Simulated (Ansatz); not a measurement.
Geometry relaxation of CH10N2SSi (part 1 of 2)

- system: CH10N2SSi
- method: RKS B3LYP/6-31G* (Ansatz 0.2.0)

The input holds or restrains some coordinates. It belongs to a series of runs on one base structure; here: pulled along the bonds that form and break, towards end A. Figures and captions count atoms from 1; the log counts them from 0 in places.

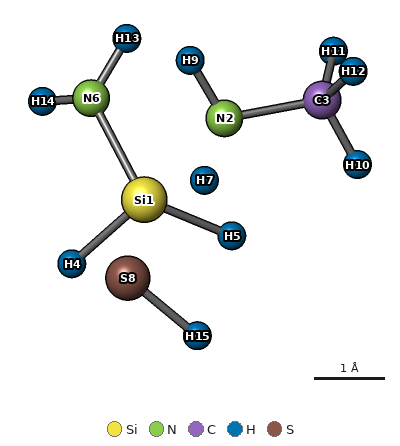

Figure 1. The starting structure (ball-and-stick view, seen at a tilt; atoms are numbered from 1 in the order of the input).

The input:
```yaml
crystal:
  periodic: [false, false, false]
  atoms:
    - { symbol: Si, position_ang: [0.0309, 1.1536, -0.5632] }
    - { symbol: "N", position_ang: [0.1982, -0.684, 0.493] }
    - { symbol: C, position_ang: [-0.6933, -1.8062, 0.2928] }
    - { symbol: H, position_ang: [0.1033, 2.6022, -0.8252] }
    - { symbol: H, position_ang: [-1.3304, 0.7488, -0.9147] }
    - { symbol: "N", position_ang: [1.4696, 0.7041, -1.3921] }
    - { symbol: H, position_ang: [-0.0099, 0.0022, 1.6197] }
    - { symbol: S, position_ang: [-0.1381, 1.7723, 1.8789] }
    - { symbol: H, position_ang: [1.1605, -0.9921, 0.561] }
    - { symbol: H, position_ang: [-1.7223, -1.4503, 0.2892] }
    - { symbol: H, position_ang: [-0.496, -2.2929, -0.6666] }
    - { symbol: H, position_ang: [-0.5857, -2.5509, 1.0861] }
    - { symbol: H, position_ang: [1.6513, -0.2558, -1.6312] }
    - { symbol: H, position_ang: [1.8239, 1.3278, -2.0961] }
    - { symbol: H, position_ang: [-1.4618, 1.7211, 1.8684] }
basis:
  gaussian: { orbitals: "6-31G*" }
hamiltonian:
  xc: b3lyp
relax:
  f_tol: 0.15
  max_steps: 25
  restrain:
    - { distance: [0, 7], at: 3.46, k: 30.0 }
    - { distance: [6, 1], at: 2.32, k: 30.0 }
    - { distance: [0, 1], at: 1.82, k: 30.0 }
    - { distance: [6, 7], at: 1.36, k: 30.0 }
output:
  orbitals: {}
```

Machine: 2 threads of Arm Neoverse V2, 24 GiB of memory available, shared host.

Command:
```bash
ansatz run input.yaml --threads 2 --pin off --max-ram 3072MiB --backend cpu --events-out ev --progress --plain --runs-dir out
```

What the program printed:
```
The last accepted step is kept in [file] (removed where the run ends without a failure and the disk answers)
Engine: ansatz 0.2.0, aarch64-unknown-linux-gnu
Functional definition: B3LYP
  parameter a0 = 0.2
  parameter ax = 0.72
  parameter ac = 0.81
  exchange = (1 - a0 - ax)*slater_x + ax*b88_x + a0*exact_x
  correlation = (1 - ac)*vwn_rpa_c + ac*lyp_c
1178 factors; integrals over basis functions are off by at most 5.9e-4 eV
mean field evaluation 1: about -22882.3655 eV, gradient 7.1e1 eV
mean field evaluation 2: about -22865.8788 eV, gradient 1.1e2 eV
mean field evaluation 4: about -22892.6145 eV, gradient 5.9e0 eV
mean field evaluation 8: about -22892.7228 eV, gradient 6.1e-1 eV
mean field evaluation 16: about -22892.7236 eV, gradient 8.4e-5 eV
mean field -22892.72363348 eV, -841.2920762850 hartree, gradient 8.4e-5 eV, S^2 0.000000; 0 other end points of the search recorded, 0 dependent functions left out
the calculation of the forces begins
reference -22892.72388880 eV, -841.2920856680 hartree; 30, 30 occupied and 73, 73 virtual orbitals, 1178 factors
relax step   1: F+E_penalty+E_count = -22892.72363348 eV  Δ(F+E_penalty+E_count) = +0.000e0 eV  max|allowed force component| = 2.341e0 eV/Å  E_restraint = 31.87873836 eV  max|allowed force component, restraints' pulls added| = 2.720e1 eV/Å  Δτ_max = 0.0000 Å  (27 SCF iters, accepted)
  distance Si 0 - S 7 = 2.5249 Å
  distance H 6 - N 1 = 1.3355 Å
  distance Si 0 - N 1 = 2.1261 Å
  distance H 6 - S 7 = 1.7936 Å
these checks for a lower state are left out or cut short: starts, cluster_reference, orbital_swaps, neighbouring_geometries, increment
1178 factors; integrals over basis functions are off by at most 7.0e-4 eV
mean field -22891.98802097 eV, -841.2650430240 hartree, gradient 1.2e-5 eV, S^2 0.000000; 0 other end points of the search recorded, 0 dependent functions left out
[... from here on the field's lines of each further geometry are left out, up to the last ...]
relax step   2: F+E_penalty+E_count = -22891.98802097 eV  Δ(F+E_penalty+E_count) = +7.356e-1 eV  max|allowed force component| = 2.386e0 eV/Å  E_restraint = 15.01619165 eV  max|allowed force component, restraints' pulls added| = 1.909e1 eV/Å  Δτ_max = 0.1949 Å  (35 SCF iters, accepted)
relax step   3: F+E_penalty+E_count = -22891.83079533 eV  Δ(F+E_penalty+E_count) = +1.572e-1 eV  max|allowed force component| = 3.155e0 eV/Å  E_restraint = 5.13905690 eV  max|allowed force component, restraints' pulls added| = 1.115e1 eV/Å  Δτ_max = 0.1949 Å  (34 SCF iters, accepted)
relax step   4: F+E_penalty+E_count = -22892.19553374 eV  Δ(F+E_penalty+E_count) = -3.647e-1 eV  max|allowed force component| = 2.785e0 eV/Å  E_restraint = 0.46514690 eV  max|allowed force component, restraints' pulls added| = 4.403e0 eV/Å  Δτ_max = 0.1947 Å  (29 SCF iters, accepted)
relax step   5: F+E_penalty+E_count = -22893.09247571 eV  Δ(F+E_penalty+E_count) = -8.969e-1 eV  max|allowed force component| = 6.550e-1 eV/Å  E_restraint = 0.00898097 eV  max|allowed force component, restraints' pulls added| = 6.550e-1 eV/Å  Δτ_max = 0.1946 Å  (29 SCF iters, accepted)
relax step   6: F+E_penalty+E_count = -22893.45718919 eV  Δ(F+E_penalty+E_count) = -3.647e-1 eV  max|allowed force component| = 9.748e-1 eV/Å  E_restraint = 0.02739457 eV  max|allowed force component, restraints' pulls added| = 7.626e-1 eV/Å  Δτ_max = 0.1949 Å  (29 SCF iters, accepted)
relax step   7: F+E_penalty+E_count = -22893.64695493 eV  Δ(F+E_penalty+E_count) = -1.898e-1 eV  max|allowed force component| = 1.018e0 eV/Å  E_restraint = 0.03170650 eV  max|allowed force component, restraints' pulls added| = 6.494e-1 eV/Å  Δτ_max = 0.1950 Å  (28 SCF iters, accepted)
relax step   8: F+E_penalty+E_count = -22893.72259149 eV  Δ(F+E_penalty+E_count) = -7.564e-2 eV  max|allowed force component| = 9.896e-1 eV/Å  E_restraint = 0.03166876 eV  max|allowed force component, restraints' pulls added| = 3.919e-1 eV/Å  Δτ_max = 0.1998 Å  (28 SCF iters, accepted)
relax step   9: F+E_penalty+E_count = -22893.76600358 eV  Δ(F+E_penalty+E_count) = -4.341e-2 eV  max|allowed force component| = 9.460e-1 eV/Å  E_restraint = 0.02906503 eV  max|allowed force component, restraints' pulls added| = 4.040e-1 eV/Å  Δτ_max = 0.1940 Å  (28 SCF iters, accepted)
relax step  10: F+E_penalty+E_count = -22893.80631050 eV  Δ(F+E_penalty+E_count) = -4.031e-2 eV  max|allowed force component| = 1.014e0 eV/Å  E_restraint = 0.03118662 eV  max|allowed force component, restraints' pulls added| = 5.265e-1 eV/Å  Δτ_max = 0.1924 Å  (27 SCF iters, accepted)
relax step  11: F+E_penalty+E_count = -22893.84663055 eV  Δ(F+E_penalty+E_count) = -4.032e-2 eV  max|allowed force component| = 9.905e-1 eV/Å  E_restraint = 0.02939783 eV  max|allowed force component, restraints' pulls added| = 4.179e-1 eV/Å  Δτ_max = 0.1981 Å  (29 SCF iters, accepted)
relax step  12: F+E_penalty+E_count = -22893.87867315 eV  Δ(F+E_penalty+E_count) = -3.204e-2 eV  max|allowed force component| = 9.971e-1 eV/Å  E_restraint = 0.02404692 eV  max|allowed force component, restraints' pulls added| = 2.745e-1 eV/Å  Δτ_max = 0.1900 Å  (27 SCF iters, accepted)
relax step  13: F+E_penalty+E_count = -22893.90027090 eV  Δ(F+E_penalty+E_count) = -2.160e-2 eV  max|allowed force component| = 9.686e-1 eV/Å  E_restraint = 0.02229374 eV  max|allowed force component, restraints' pulls added| = 3.714e-1 eV/Å  Δτ_max = 0.1950 Å  (28 SCF iters, accepted)
relax step  14: F+E_penalty+E_count = -22893.90879143 eV  Δ(F+E_penalty+E_count) = -8.521e-3 eV  max|allowed force component| = 9.731e-1 eV/Å  E_restraint = 0.01868170 eV  max|allowed force component, restraints' pulls added| = 2.112e-1 eV/Å  Δτ_max = 0.0860 Å  (29 SCF iters, accepted)
relax step  15: F+E_penalty+E_count = -22893.91036590 eV  Δ(F+E_penalty+E_count) = -1.574e-3 eV  max|allowed force component| = 8.400e-1 eV/Å  E_restraint = 0.01952517 eV  max|allowed force component, restraints' pulls added| = 2.124e-1 eV/Å  Δτ_max = 0.2000 Å  (28 SCF iters, accepted)
relax step  16: F+E_penalty+E_count = -22893.87136403 eV  Δ(F+E_penalty+E_count) = +3.900e-2 eV  max|allowed force component| = 1.392e0 eV/Å  E_restraint = 0.02040766 eV  max|allowed force component, restraints' pulls added| = 7.123e-1 eV/Å  Δτ_max = 0.1573 Å  (28 SCF iters, rejected (line search))
relax step  17: F+E_penalty+E_count = -22893.92141615 eV  Δ(F+E_penalty+E_count) = -1.105e-2 eV  max|allowed force component| = 9.249e-1 eV/Å  E_restraint = 0.01824272 eV  max|allowed force component, restraints' pulls added| = 1.435e-1 eV/Å  Δτ_max = 0.0783 Å  (28 SCF iters, accepted)
the calculation of the forces begins
reference -22893.92575118 eV, -841.3362532956 hartree; 30, 30 occupied and 73, 73 virtual orbitals, 1178 factors
relax step  18: F+E_penalty+E_count = -22893.92547557 eV  Δ(F+E_penalty+E_count) = -4.059e-3 eV  max|allowed force component| = 9.059e-1 eV/Å  E_restraint = 0.01741611 eV  max|allowed force component, restraints' pulls added| = 1.181e-1 eV/Å  Δτ_max = 0.0975 Å  (29 SCF iters, accepted)
```

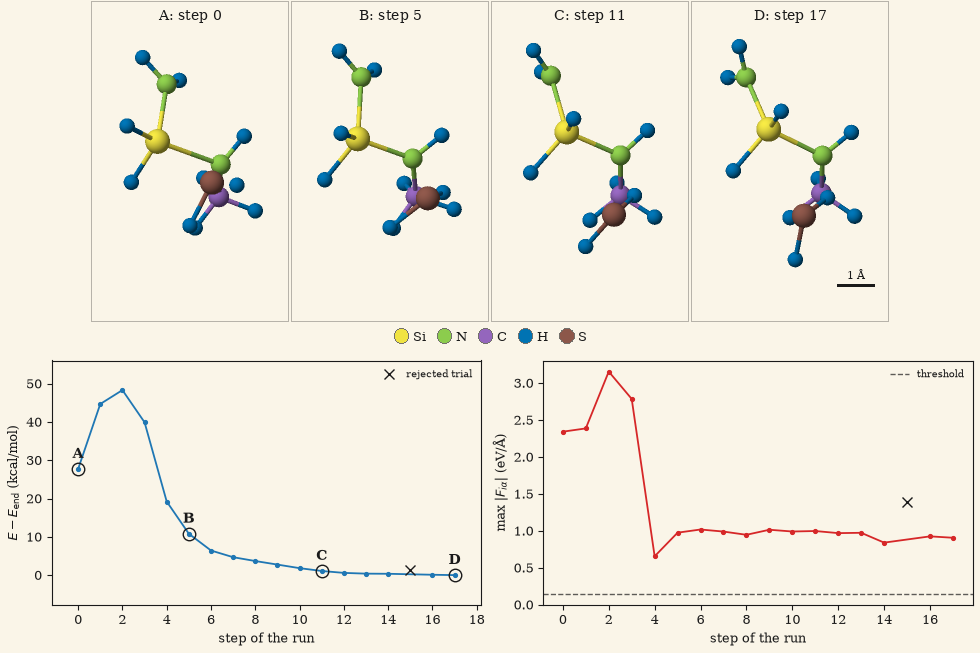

Figure 2. Frames of the restrained relaxation (ball-and-stick view, seen at a tilt) above the curves, on which the letters mark them (the first geometry is step 0 here and step 1 in the log).

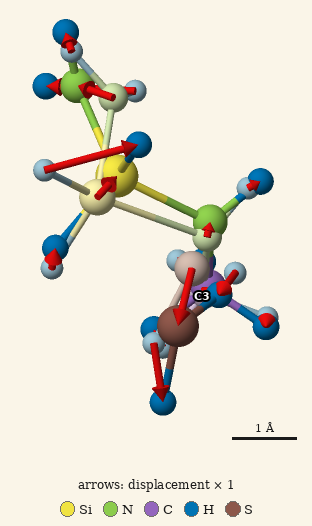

Figure 3. Start (faint) and end (solid) with the displacements as red arrows, at true length (ball-and-stick view, seen at a tilt). The two geometries are laid on each other by the best rigid fit. The largest move after the best rigid fit is that of H4, 1.54 Å. Largest moves by element: H 1.54 Å, S 0.97 Å, N 0.76 Å, Si 0.59 Å, C 0.14 Å. Among the contacts that change: H7–S8 1.794 → 1.358 Å, Si1–N2 2.126 → 1.789 Å, S8–H15 1.325 → 1.355 Å, Si1–H5 1.463 → 1.484 Å. New bonds form: H7–S8 (1.79 → 1.36 Å). Among the angles that change: N2–Si1–H4 159.1° → 108.6°, N2–Si1–N6 87.0° → 115.7°, N2–Si1–H5 87.3° → 102.9°. The energy falls by 27.7 kcal/mol in 17 geometry steps. The largest force component goes from 2.3 to 0.91 eV/Å. The line search rejected the trial step at point 15 (counted from 0) and went back. (Atoms are counted from 1 in the order of the input.)

```
  distance Si 0 - S 7 = 3.4732 Å
  distance H 6 - N 1 = 2.3173 Å
  distance Si 0 - N 1 = 1.7887 Å
  distance H 6 - S 7 = 1.3582 Å
1178 factors; integrals over basis functions are off by at most 7.3e-4 eV
mean field -22893.92547557 eV, -841.3362431672 hartree, gradient 1.0e-5 eV, S^2 0.000000; 1 other end points of the search recorded, 0 dependent functions left out
the calculation of the forces begins
reference -22893.92575118 eV, -841.3362532956 hartree; 30, 30 occupied and 73, 73 virtual orbitals, 1178 factors
Total energy: -22893.92575118 eV, -841.3362532956 hartree
Atom 0 at     0.453824     0.740600    -0.648536 Å, force     0.087753    -0.905908     0.215804 eV/Å
Atom 1 at     0.412512    -0.703199     0.406624 Å, force     0.023533     0.817689    -0.447619 eV/Å
Atom 2 at    -0.601152    -1.750283     0.315846 Å, force    -0.004206    -0.012130    -0.027868 eV/Å
Atom 3 at     1.160910     1.827243     0.065897 Å, force     0.016362     0.003576     0.008594 eV/Å
Atom 4 at    -0.984383     1.010982    -0.895893 Å, force    -0.000035    -0.005022    -0.001960 eV/Å
Atom 5 at     1.368299     0.576234    -2.109354 Å, force     0.108766     0.095960    -0.020217 eV/Å
Atom 6 at    -0.369573     0.790670     1.996159 Å, force    -0.012263     0.014163    -0.051163 eV/Å
Atom 7 at    -1.002312     1.963646     2.257814 Å, force    -0.240171    -0.005142     0.298723 eV/Å
Atom 8 at     1.321970    -1.067530     0.677691 Å, force    -0.028496     0.005342    -0.005246 eV/Å
Atom 9 at    -1.560614    -1.300778     0.037276 Å, force     0.012335    -0.002896    -0.000861 eV/Å
Atom 10 at    -0.371889    -2.530275    -0.428206 Å, force     0.000749     0.010514     0.009087 eV/Å
Atom 11 at    -0.742368    -2.245980     1.285654 Å, force     0.007456     0.000706    -0.008237 eV/Å
Atom 12 at     1.062437     0.050151    -2.917536 Å, force    -0.008435     0.013121     0.008509 eV/Å
Atom 13 at     2.074095     1.264764    -2.346571 Å, force    -0.081434    -0.102411     0.010309 eV/Å
Atom 14 at    -2.221555     1.373656     2.303132 Å, force     0.118087     0.072437     0.012145 eV/Å
Dipole moment:     0.101872    -0.464543    -0.409516 e Å
```
